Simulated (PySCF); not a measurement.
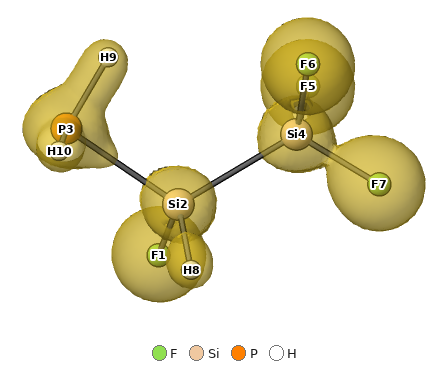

F₄H₃PSi₂. Isosurface of the total electron density at 0.8 e/Å³ (yellow), seen at a tilt.

Geometry: GFN2-xTB.

Theory: PySCF, wB97X-D/def2-SVPD, SCF density, gas phase.

```xyz
10

F     0.3169   -2.2941   -0.0979
Si    0.4526   -0.7178   -0.4198
P     2.1740   -0.0105    0.8366
Si   -1.5725    0.2281    0.0247
F    -2.3320   -0.1422    1.3691
F    -1.4367    1.8106    0.1339
F    -2.7041    0.0515   -1.0743
H     0.7269   -0.7219   -1.8586
H     1.5621    1.1611    1.2681
H     2.8217    0.6399   -0.2042
```

Q: How is the density connected at this value?

A: At this value the surface falls into three separate pieces. It bridges the sampled Si–F (1.59 Å) and P–H (1.39 Å) contacts, where the density stays above the isovalue. It is pinched off along the sampled Si–P (2.25 Å) and Si–Si (2.28 Å) contacts. On the grid the lowest density along these lines, outside the cores, is 0.92 e/Å³ (Si–F, 1.59 Å), 0.66 e/Å³ (Si–P, 2.25 Å), 0.68 e/Å³ (Si–Si, 2.28 Å) and 1.1 e/Å³ (P–H, 1.39 Å).
